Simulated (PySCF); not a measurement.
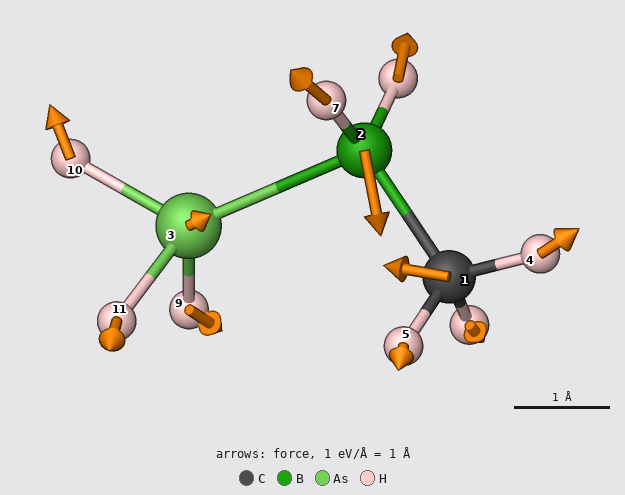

Starting geometry of CH$_{8}$AsB with the computed forces as orange arrows. Style: ball-and-stick. Shown at a tilt.

The start comes from GFN2-xTB.

All numbers below come from PBE0-D3(BJ)/def2-SVP geometry optimisation, gas phase in PySCF 2.14.0, density-fitted response routines. 

What follows when this structure is relaxed?

Answer. It isn't relaxed: the largest force vector, on the B atom, is 0.93 eV/Å. The final displacements have little in common with the starting forces (cosine between the two patterns 0.25). After 7 geometry steps the energy has fallen by 0.160 eV. An H atom moves most after the best rigid fit: 0.31 Å. Largest moves by element: H 0.31 Å, B 0.15 Å, As 0.06 Å, C 0.05 Å. Near-neighbour distances that change, for instance: As–B 2.175 → 2.090 Å, B–H 1.188 → 1.226 Å, As–H 1.492 → 1.509 Å, C–H 1.087 → 1.104 Å. Bond angles that change, for instance: B–As–H 130.0° → 117.2°, C–B–As 102.5° → 109.2°, H–As–H 92.1° → 98.1°.
